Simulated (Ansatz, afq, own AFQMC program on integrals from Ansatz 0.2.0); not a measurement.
# GeH3F (singlet): quantum Monte Carlo beside coupled cluster, cc-pVDZ, part 2 of 2

Ansatz 0.2.0, Gaussian basis, and an in-house AFQMC program (afq) on its integrals; all values are calculated; cc-pVDZ, frozen cores. The steps go on from the part before.

## 10. CCSD(T) on RHF

Contents of in.yaml:

```yaml
crystal:
  periodic: [false, false, false]
  atoms:
    - {symbol: Ge, position_ang: [-0.335893, -0.002403, 0.001544]}
    - {symbol: F, position_ang: [1.406007, 0.010057, -0.006463]}
    - {symbol: H, position_ang: [-0.775318, 1.466462, 0.004484]}
    - {symbol: H, position_ang: [-0.753666, -0.742234, 1.277782]}
    - {symbol: H, position_ang: [-0.765397, -0.740640, -1.271719]}
basis:
  gaussian: {orbitals: def2-TZVPP}
magnetization: {spin_polarized: false}
correlation: {method: ccsd_t, electrons: outside_noble_gas}
```

Command:

```
$ ansatz run in.yaml --threads 1 --pin off --events-out ev --progress --plain --max-ram 1843MiB
```

What it wrote (excerpt; [...] marks lines left out):

```text
Functional definition: HF
  name "HF"
  cite "Fock, Z. Phys. 61, 126 (1930) doi:10.1007/BF01340294"
  parent pbe
[...]
750 factors; integrals over basis functions are off by at most 8.7e-4 eV
[...]
mean field -59228.98343803 eV, -2176.6249945008 hartree, gradient 2.4e-6 eV, S^2 0.000000; 0 other end points of the search recorded, 0 dependent functions left out
15 core orbitals not correlated: weight in the atoms' cores, before any rotation towards them, 0.938 or more for the frozen orbitals, at most 0.061 for the correlated occupied ones
reference -59228.98343803 eV, -2176.6249945008 hartree; 7, 7 occupied and 99, 99 virtual orbitals, 750 factors
second order -10.38142219 eV of doubles, -0.00000000 eV of singles
cycle   1  -10.58803272 eV  change   -2.1e-1 eV  update   7.6e-2
[...]
cycle   9  -10.92571111 eV  change   -4.9e-6 eV  update   7.4e-6
perturbative correction -0.28882287 eV, -0.0106140448 hartree
Total energy: -59240.19797202 eV, -2177.0371210233 hartree
```

Wall time 4 s (1 thread of Arm Neoverse V1, shared host); peak memory 0.35 GiB.

From the report: correlation -11.2145 eV; T1 0.012; largest double amplitude 0.03.

## 11. CCSD(T) on RHF

Edit in.yaml of step 10 so:

```diff
@@ -9,3 +9,3 @@
 basis:
-  gaussian: {orbitals: def2-TZVPP}
+  gaussian: {orbitals: "def2-QZVPP.json"}
 magnetization: {spin_polarized: false}
```

Same command.

What it wrote (excerpt; [...] marks lines left out):

```text
Functional definition: HF
  name "HF"
  cite "Fock, Z. Phys. 61, 126 (1930) doi:10.1007/BF01340294"
  parent pbe
[...]
1494 factors; integrals over basis functions are off by at most 9.0e-4 eV
[...]
mean field -59230.28569304 eV, -2176.6728514896 hartree, gradient 1.6e-6 eV, S^2 0.000000; 0 other end points of the search recorded, 0 dependent functions left out
15 core orbitals not correlated: weight in the atoms' cores, before any rotation towards them, 0.935 or more for the frozen orbitals, at most 0.063 for the correlated occupied ones
reference -59230.28569304 eV, -2176.6728514896 hartree; 7, 7 occupied and 214, 214 virtual orbitals, 1494 factors
second order -11.29431024 eV of doubles, -0.00000000 eV of singles
cycle   1  -11.38898329 eV  change   -9.5e-2 eV  update   7.5e-2
[...]
cycle   9  -11.73473441 eV  change   -3.3e-6 eV  update   7.7e-6
perturbative correction -0.34624324 eV, -0.0127242044 hartree
Total energy: -59242.36667069 eV, -2177.1168192296 hartree
```

Wall time 5.9 min (1 thread of Arm Neoverse V1, shared host); peak memory 1.4 GiB.

From the report: correlation -12.0810 eV; T1 0.011; largest double amplitude 0.02.

## 12. Phaseless AFQMC, CISD trial on RHF

It reads the integrals that the CCSD(T) run on this determinant wrote.

Command:

```
$ afq ham --method phaseless --trial cisd --walkers 60 --populations 1 --least-time 40 --time-step 0.005 --steps-per-block 50 --equilibration-blocks 28 --max-blocks 300 --target-error 0.00045 --factor-cut 1e-05 --seed 8204 --release-times 0.24,0.51,0.99,1.62,2.4 --release-step 0.03 --release-every 4 --taylor-order 6
```

What it wrote:

```text
orbitals 41  electrons 7 7  factors 326 of 584
reference energy -2176.54317418 Eh
CCSD correlation -0.31529975 Eh in 10 cycles, weight of the determinant in the CISD state 0.9005
energy of the start -2176.858474 Eh
 block  time / (1/Eh)  mean weight  energy / Eh
     1     0.250  0.9992  -2176.854482
     2     0.500  0.9984  -2176.861210
     3     0.750  0.9978  -2176.857262
     4     1.000  1.0008  -2176.862348
     5     1.250  1.0015  -2176.872264
     6     1.500  1.0018  -2176.865156
     7     1.750  0.9980  -2176.863372
     8     2.000  1.0030  -2176.859959
     9     2.250  1.0010  -2176.859976
    10     2.500  0.9972  -2176.859497
    17     4.250  1.0045  -2176.873575
    25     6.250  0.9967  -2176.868616
    33     8.250  1.0007  -2176.863404
    41    10.250  1.0010  -2176.863442
    49    12.250  0.9999  -2176.858477
    57    14.250  0.9997  -2176.856295
    65    16.250  0.9975  -2176.858046
    73    18.250  0.9957  -2176.861435
    81    20.250  0.9988  -2176.864673
    89    22.250  1.0018  -2176.865359
    97    24.250  0.9995  -2176.874814
   105    26.250  1.0002  -2176.857873
   113    28.250  1.0013  -2176.859868
   121    30.250  0.9994  -2176.863026
   129    32.250  1.0015  -2176.856499
   137    34.250  1.0015  -2176.869215
   145    36.250  1.0003  -2176.868429
   153    38.250  0.9979  -2176.857266
   161    40.250  1.0023  -2176.869334
   169    42.250  1.0022  -2176.865941
   177    44.250  0.9994  -2176.859434
   185    46.250  1.0001  -2176.866571
   193    48.250  0.9989  -2176.872161
   201    50.250  0.9995  -2176.872271
   209    52.250  0.9964  -2176.867260
   217    54.250  1.0004  -2176.864096
   225    56.250  1.0010  -2176.863274
   233    58.250  0.9990  -2176.862388
   241    60.250  1.0000  -2176.864856
   249    62.250  0.9982  -2176.863973
   257    64.250  1.0008  -2176.861575
   265    66.250  0.9978  -2176.859374
   273    68.250  0.9970  -2176.865369
   281    70.250  1.0005  -2176.857885
   289    72.250  0.9977  -2176.865033
   297    74.250  0.9977  -2176.867561
   305    76.250  0.9994  -2176.867373
   313    78.250  0.9958  -2176.862542
   321    80.250  0.9988  -2176.865615
blocks merged  error / Eh  count
     1  0.000331  300
     2  0.000382  150
     4  0.000409  75
     8  0.000451  37
    16  0.000471  18
    32  0.000424  9
released: time / (1/Eh)  energy / Eh  error  mean overlap
  0.24  -2176.864600  0.000428  0.9946
  0.51  -2176.863845  0.000380  1.0080
  0.99  -2176.864535  0.000385  1.0000
  1.62  -2176.864967  0.000571  0.9957
  2.40  -2176.864590  0.000627  0.9984
energy -2176.864389 +/- 0.000471 Eh
```

It took 5.5 min on 1 thread of Arm Neoverse V1, shared host; peak memory 0.28 GiB.

Energy -59235.4977 ± 0.0128 eV. Caveats: constraint bias not in the error.

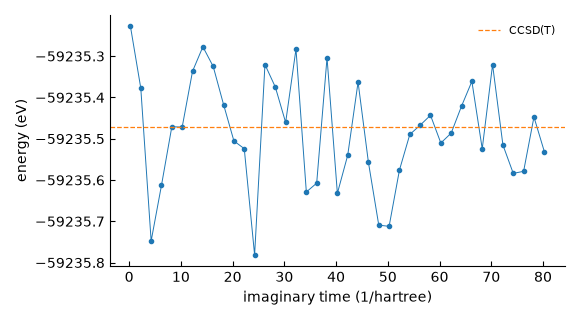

Block energies along the walk.

## 13. Phaseless AFQMC, single-determinant trial on RHF

It reads the integrals that the CCSD(T) run on this determinant wrote.

Command:

```
$ afq ham --method phaseless --trial hf --walkers 120 --populations 1 --least-time 40 --time-step 0.005 --steps-per-block 20 --equilibration-blocks 112 --max-blocks 600 --target-error 0.00135 --factor-cut 1e-05 --seed 9698 --taylor-order 6
```

What it wrote:

```text
orbitals 41  electrons 7 7  factors 326 of 584
reference energy -2176.54317418 Eh
CCSD correlation -0.31529975 Eh in 10 cycles, weight of the determinant in the CISD state 0.9005
energy of the start -2176.543174 Eh
 block  time / (1/Eh)  mean weight  energy / Eh
     1     0.100  1.0026  -2176.646629
     2     0.200  1.0019  -2176.708104
     3     0.300  1.0013  -2176.761436
     4     0.400  1.0005  -2176.752777
     5     0.500  1.0013  -2176.793030
     6     0.600  1.0018  -2176.795145
     7     0.700  0.9978  -2176.804054
     8     0.800  1.0010  -2176.800848
     9     0.900  1.0000  -2176.819618
    10     1.000  0.9987  -2176.836854
    18     1.800  0.9967  -2176.839626
    35     3.500  1.0007  -2176.923500
    52     5.200  0.9992  -2176.852969
    69     6.900  0.9970  -2176.887757
    86     8.600  1.0011  -2176.885202
   103    10.300  1.0039  -2176.859615
   120    12.000  1.0014  -2176.863265
   137    13.700  0.9980  -2176.860834
   154    15.400  1.0021  -2176.881438
   171    17.100  1.0012  -2176.820331
   188    18.800  0.9998  -2176.904592
   205    20.500  1.0019  -2176.846547
   222    22.200  1.0003  -2176.839451
   239    23.900  1.0013  -2176.905409
   256    25.600  1.0017  -2176.896515
   273    27.300  1.0015  -2176.855130
   290    29.000  0.9962  -2176.856234
   307    30.700  0.9984  -2176.853846
   324    32.400  0.9975  -2176.883455
   341    34.100  0.9999  -2176.843004
   358    35.800  1.0002  -2176.860703
   375    37.500  1.0010  -2176.889120
   392    39.200  1.0001  -2176.880343
   409    40.900  1.0000  -2176.886498
   426    42.600  0.9999  -2176.827246
   443    44.300  1.0016  -2176.912612
   460    46.000  1.0014  -2176.860202
   477    47.700  0.9983  -2176.868514
   494    49.400  0.9979  -2176.859504
   511    51.100  0.9994  -2176.887413
   528    52.800  0.9986  -2176.858582
   545    54.500  0.9983  -2176.903808
   562    56.200  1.0021  -2176.860568
   579    57.900  0.9992  -2176.849304
   596    59.600  1.0004  -2176.866929
   613    61.300  1.0041  -2176.896489
   630    63.000  1.0003  -2176.890698
   647    64.700  0.9993  -2176.851583
   664    66.400  1.0004  -2176.865464
   681    68.100  0.9998  -2176.847085
   698    69.800  0.9994  -2176.893524
blocks merged  error / Eh  count
     1  0.001171  600
     2  0.001504  300
     4  0.001870  150
     8  0.002279  75
    16  0.002682  37
    32  0.003156  18
    64  0.003593  9
energy -2176.869000 +/- 0.003156 Eh
```

It took 3.6 min on 1 thread of Arm Neoverse V1, shared host; peak memory 0.28 GiB.

Energy -59235.6232 ± 0.0859 eV. Caveats: constraint bias not in the error; error above the target.

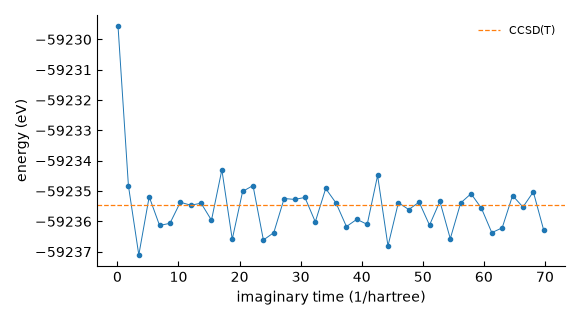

Block energies along the walk.

## 14. Free-projection AFQMC, CISD trial on RHF

It reads the integrals that the CCSD(T) run on this determinant wrote.

Command:

```
$ afq ham --method free --trial cisd --walkers 60 --time-step 0.03 --max-blocks 80 --target-error 0.00045 --factor-cut 1e-05 --seed 8781 --times 0,0.21,0.42,0.81,1.2,1.8,2.4,3 --taylor-order 8
```

What it wrote:

```text
orbitals 41  electrons 7 7  factors 326 of 584
reference energy -2176.54317418 Eh
CCSD correlation -0.31529975 Eh in 10 cycles, weight of the determinant in the CISD state 0.9005
repeat  energy at the last time / Eh  error
    10  -2176.871407  0.006286
    20  -2176.866169  0.003115
    30  -2176.866703  0.002215
    40  -2176.866085  0.001778
    50  -2176.865477  0.001508
    60  -2176.864961  0.001273
    70  -2176.864779  0.001131
    80  -2176.865000  0.001045
time / (1/Eh)  energy / Eh  error  mean overlap
  0.00  -2176.859090  0.000533  1.1120
  0.21  -2176.862276  0.000380  1.1112
  0.42  -2176.863991  0.000303  1.0921
  0.81  -2176.864096  0.000359  1.0913
  1.20  -2176.864457  0.000403  1.0865
  1.80  -2176.864336  0.000480  1.0962
  2.40  -2176.864715  0.000628  1.0981
  3.00  -2176.865000  0.001045  1.0815
energy -2176.865000 +/- 0.001045 Eh
```

Wall time 3.1 min (1 thread of Arm Neoverse V1, shared host); peak memory 0.28 GiB.

Energy -59235.5143 ± 0.0284 eV. Caveats: remainder of the start not in the error; error above the target.

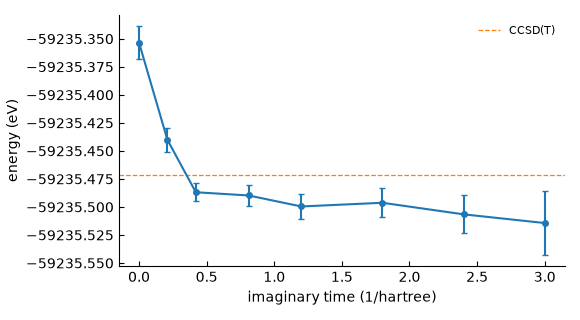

Energy against projection time, with error bars.

## 15. UHF

Edit in.yaml of step 11 so:

```diff
@@ -9,4 +9,5 @@
 basis:
-  gaussian: {orbitals: "def2-QZVPP.json"}
-magnetization: {spin_polarized: false}
-correlation: {method: ccsd_t, electrons: outside_noble_gas}
+  gaussian: {orbitals: cc-pVDZ}
+magnetization: {spin_polarized: true, initial_magnetization: 0}
+hamiltonian: {xc: hf}
+output: {orbitals: {seedname: orbitals}}
```

Command:

```
$ ansatz run in.yaml --threads 1 --pin off --events-out ev --progress --plain --max-ram 1843MiB
```

What it wrote:

```text
Functional definition: HF
  name "HF"
  cite "Fock, Z. Phys. 61, 126 (1930) doi:10.1007/BF01340294"
  parent pbe
  exchange = exact_x
  correlation = 0
584 factors; integrals over basis functions are off by at most 9.2e-4 eV
mean field evaluation 1: about -59225.2661 eV, gradient 1.9e1 eV
mean field evaluation 2: about -59225.2703 eV, gradient 1.9e1 eV
mean field evaluation 4: about -59226.7469 eV, gradient 1.1e0 eV
mean field evaluation 8: about -59226.7570 eV, gradient 2.9e-4 eV
mean field -59226.75699363 eV, -2176.5431741783 hartree, gradient 1.3e-5 eV, S^2 0.000000; 0 other end points of the search recorded, 0 dependent functions left out
reference -59226.75699363 eV, -2176.5431741783 hartree; 22, 22 occupied and 34, 34 virtual orbitals, 584 factors
Total energy: -59226.75699363 eV, -2176.5431741783 hartree
```

Run time: 0.69 s. Hardware: 1 thread of Arm Neoverse V1, shared host; peak memory 0.28 GiB.

From the report: ⟨S²⟩ of the determinant 0.000 (pure singlet: 0.00).

## 16. AFQMC on the ladder

On the RHF determinant, counted from CCSD(T) (a yardstick, not exact):

| level | energy (eV) | from CCSD(T) (kcal/mol) | statistical error (kcal/mol) | time |
| --- | --- | --- | --- | --- |
| HF | -59226.7570 | +200.97 |  |  |
| MP2 | -59234.7004 | +17.79 |  |  |
| CCSD | -59235.3367 | +3.12 |  |  |
| CCSD(T) | -59235.4719 | 0.00 |  |  |
| Phaseless AFQMC, CISD trial, step 0.005, 60 walkers | -59235.4977 | -0.60 | 0.30 | 5.5 min |
| Phaseless AFQMC, single-determinant trial, step 0.005, 120 walkers | -59235.6232 | -3.49 | 1.98 | 3.6 min |
| Free-projection AFQMC, CISD trial, step 0.03, 60 walkers | -59235.5143 | -0.98 | 0.66 | 3.1 min |

The functionals' totals stand on their own zeros and serve differences with other points: PBE -59272.151 eV; r2SCAN -59282.147 eV; PBE0 -59273.824 eV; B3LYP -59284.962 eV; wB97M-V -59279.457 eV; B2PLYP -59270.167 eV.

## 17. Summary of results

The summary covers parts 1 to 2.

| quantity | value |
| --- | --- |
| Phaseless AFQMC, CISD trial on RHF from CCSD(T) | -0.60 ± 0.30 kcal/mol |
| Phaseless AFQMC, single-determinant trial on RHF from CCSD(T) | -3.49 ± 1.98 kcal/mol |
| Free-projection AFQMC, CISD trial on RHF from CCSD(T) | -0.98 ± 0.66 kcal/mol |

On RHF the phaseless walk with the CISD trial lies -0.60 kcal/mol from CCSD(T), within three error bars. Free projection has no constraint; at the last time it gives -0.98 ± 0.66 kcal/mol. Error bars are statistical and leave out the constraint, the time step and what remains of the start.
